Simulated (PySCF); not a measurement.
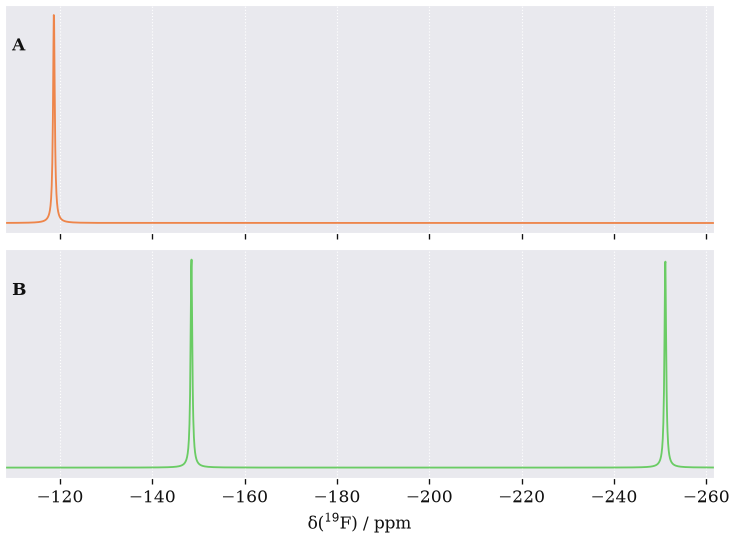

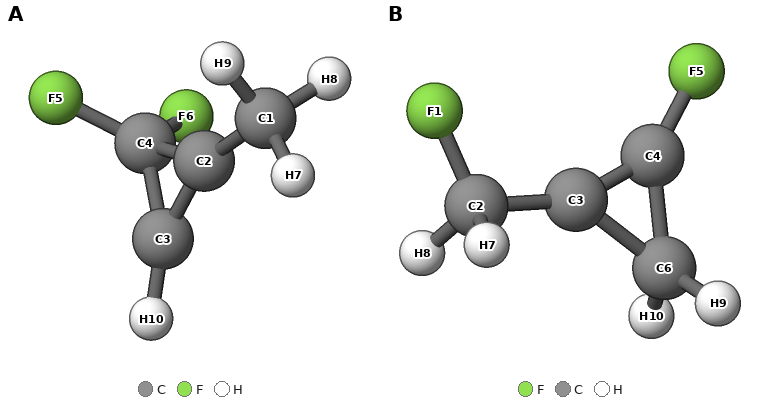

Related molecules: A is C₄H₄F₂, SMILES CC1=CC1(F)F; B is C₄H₄F₂, SMILES FCC1=C(F)C1. GIAO ¹⁹F shifts against CFCl₃ (¹⁹F: this reference is a hard case for the method, so all values can be off together by tens of ppm, and differences between signals are safer), PBE0/pcSseg-1, PySCF 2.14.0, at a PBE0-D3(BJ)/def2-SVP geometry (no frequency check); fully decoupled, line heights follow the number of nuclei within a panel, widths are arbitrary (no quadrupolar broadening); values of one conformer, averaged over methyl-type rotors and exact or near symmetry; other conformers aren't averaged in.

Question: Assign the ¹⁹F signals of each molecule.

Answer: A: −118.7 (F5, F6)
B: −148.5 (F5); −251.1 (F1)
